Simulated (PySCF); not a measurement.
C$_{7}$H$_{10}$FPS

```xyz
20

C    -1.5525    1.0929   -0.4824
C    -0.8261   -0.1721   -0.0080
C    -1.2378   -0.4952    1.4337
C    -1.1955   -1.3436   -0.9177
C     0.6606    0.0606   -0.0583
P     1.7620   -0.8630   -0.9920
C     3.1446    0.0990   -0.4284
F     4.3881   -0.1847   -0.8613
C     2.9355    1.1174    0.4378
S     1.3068    1.3560    0.8957
H    -1.3498    1.9254    0.1878
H    -2.6258    0.9208   -0.5065
H    -1.2229    1.3648   -1.4831
H    -2.3088   -0.6743    1.4853
H    -0.7193   -1.3856    1.7830
H    -0.9916    0.3313    2.0970
H    -2.2674   -1.5217   -0.8808
H    -0.6830   -2.2497   -0.6002
H    -0.9145   -1.1310   -1.9474
H     3.6922    1.7635    0.8430
```

Geometry: GFN2-xTB.

Theory: PySCF, PBE0/pcSseg-1, SCF density, gas phase, non-relativistic.

### What will maps of the electron density and electron localisation function show?

C–F (1.35 Å): ρ at the midpoint is about 2.3 e/Å³, with its minimum of 1.8 e/Å³ about 0.5 Å from C; the ELF peaks at about 0.85 between the atoms, as expected for a shared but strongly polarised pair.
C–C (1.35 Å): ρ is about 2.2 e/Å³ halfway; the ELF peaks at about 0.95 between the atoms (localised, covalent bonding).
C–S (1.71 Å): ρ is about 1.5 e/Å³ halfway; the ELF peaks at about 0.90 between the atoms, as expected for localised, covalent bonding.
C–P (1.71 Å): ρ at the midpoint is about 1.3 e/Å³; the ELF peaks at about 0.90 between the atoms, as expected for localised, covalent bonding.

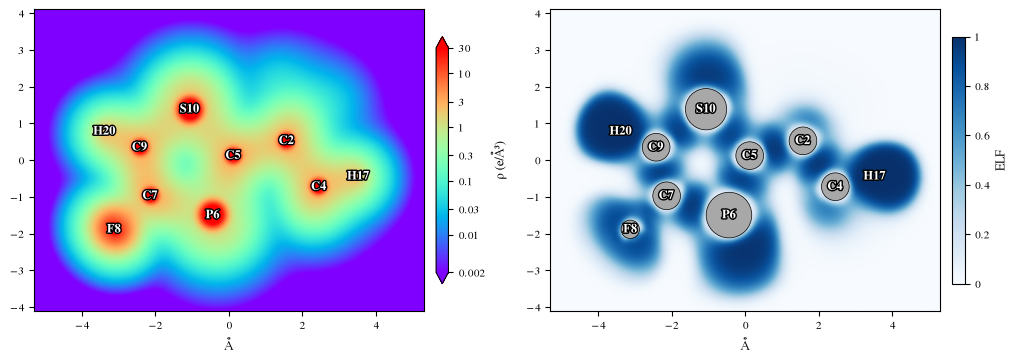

Computed electron density and electron localisation function on the plane of atoms S10, C9 and H20, in this order. Grey discs cover the atomic cores in the ELF map. 
